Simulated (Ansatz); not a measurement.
```xyz
9

C     1.0084    1.1960    0.9643
O     0.2262    0.4608    0.0842
Sc   -0.7971   -0.6027   -1.0174
O    -1.2207   -2.3280   -0.4934
Cl   -1.5250    0.2506   -3.0589
H     1.6622    1.8855    0.4187
H     1.6356    0.5376    1.5763
H     0.3792    1.7884    1.6383
H    -1.3688   -3.1882   -0.1120
```

Geometry: PBE0-D4/def2-TZVP.

Method: RKS PBE0-D4/def2-TZVPP (Ansatz).

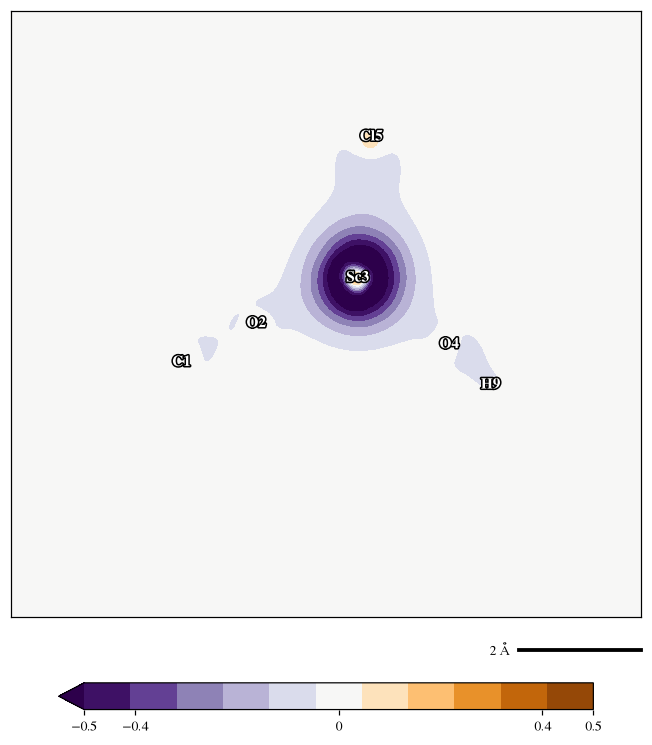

CH4ClO2Sc (SMILES C[O][Sc]([OH])[Cl]). The LUMO on the plane of atoms O4, Sc3 and Cl5 (values in Å⁻³ᐟ²; the overall sign is arbitrary).

**What is the character of this orbital?**

It lies mainly on Sc3 (about 90 %). Its energy is −1.93 eV.
